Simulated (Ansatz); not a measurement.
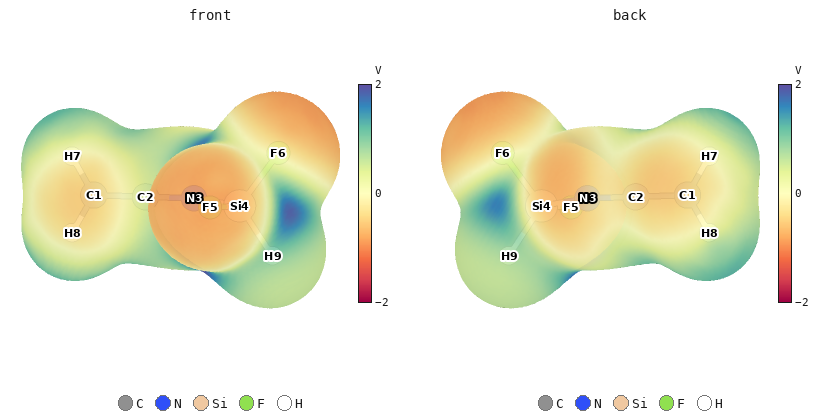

Figure 1: C2H3F2NSi. The molecular electrostatic potential painted on the density surface at 0.002 e/bohr³, seen from the front and from behind; red is negative and blue positive.

These are results of RKS PBE0/def2-SVP in Ansatz 0.2.0, not measurements.

Input file:

```
crystal:
  periodic: [false, false, false]
  atoms:
    - { symbol: C, position_ang: [-1.3825, -1.3112, 1.3032] }
    - { symbol: C, position_ang: [-0.5448, -0.7113, 0.5322] }
    - { symbol: "N", position_ang: [0.2311, -0.2069, -0.1658] }
    - { symbol: Si, position_ang: [1.2188, 1.0033, -1.0506] }
    - { symbol: F, position_ang: [1.6516, 2.112, -0.0446] }
    - { symbol: F, position_ang: [0.1573, 1.6684, -2.1226] }
    - { symbol: H, position_ang: [-2.3131, -1.6669, 0.8675] }
    - { symbol: H, position_ang: [-1.2358, -1.3174, 2.3534] }
    - { symbol: H, position_ang: [2.3059, 0.3837, -1.6898] }
basis:
  gaussian: { orbitals: def2-SVP }
hamiltonian:
  xc: pbe0
relax:
  f_tol: 0.02
  max_steps: 50
output:
  orbitals: {}
```

Run with:

```sh
ansatz run input.yaml --threads 2 --pin off --max-ram 3072MiB --backend cpu --events-out ev --progress --plain --runs-dir out
```

The fields are those of the relaxed geometry.

Which sites attract a positive test charge, and which a negative one?

Answer. A positive charge is drawn to the negative regions and a negative charge to the positive ones. The most negative region (about −0.9 V) lies over F5 and F6, the most positive (about +1.9 V) over Si4.
